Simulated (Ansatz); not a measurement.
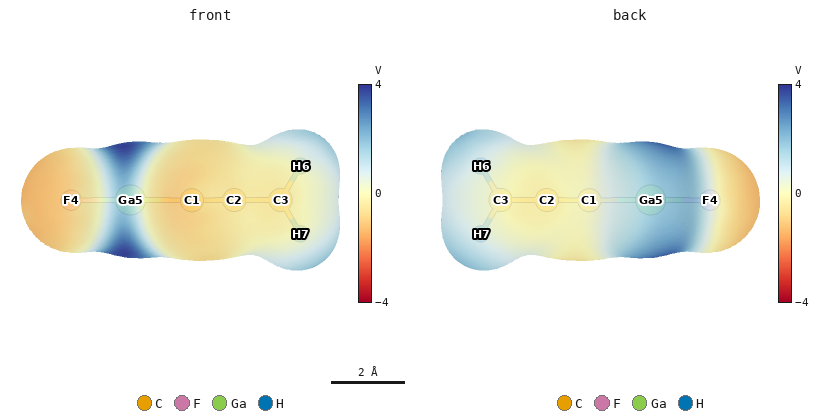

*C3H2FGa. The molecular electrostatic potential painted on the density surface at 0.004 e/bohr³, seen from the front and from behind; red is negative and blue positive.*

Geometry: r2SCAN-D4/def2-SVP.

Level of theory: Ansatz, isolated molecule in a Gaussian basis; Kohn-Sham density functional theory, functional PBE0.

Input file:

```
crystal:
  periodic: [false, false, false]
  atoms:
    - {symbol: C, position_ang: [2.504958, 1.265838, -1.114073]}
    - {symbol: C, position_ang: [2.248394, 2.514825, -1.298987]}
    - {symbol: C, position_ang: [2.173765, 3.826152, -1.514611]}
    - {symbol: F, position_ang: [1.589814, -1.888602, -0.479132]}
    - {symbol: Ga, position_ang: [1.366085, -0.175752, -0.745107]}
    - {symbol: H, position_ang: [2.242380, 4.539801, -0.686375]}
    - {symbol: H, position_ang: [2.041657, 4.225684, -2.526003]}
basis:
  gaussian:
    orbitals: def2-TZVPD
hamiltonian:
  xc: pbe0
output:
  forces: true
  orbitals: {seedname: orbitals}
```

Run with:

```sh
ansatz run input.yaml --threads 2 --pin off --max-ram 4350MiB --events-out events.jsonl --progress --plain --runs-dir runs
```

Q: Which sites attract a positive test charge, and which a negative one?

A: A positive charge is drawn to the negative regions and a negative charge to the positive ones. The most negative region (about −1.3 V) lies over F4, the most positive (about +3.8 V) over Ga5.
